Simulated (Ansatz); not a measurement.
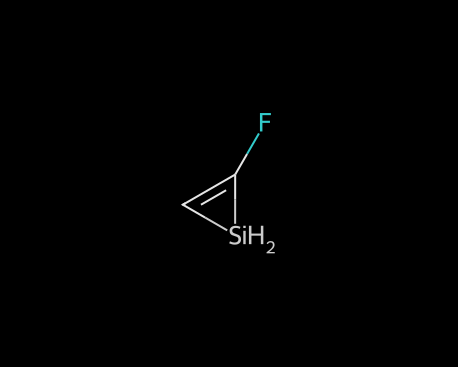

The computed structure is the end point of a PBE0-D4/def2-TZVP optimisation. No frequency run is at hand to confirm it as a minimum. Method: RKS PBE0-D4/def2-TZVP (Ansatz 0.2.0).

What is the dispersion correction?

Answer. −10.0 kJ/mol.

What is the dipole moment?

Answer. 1.32 D.
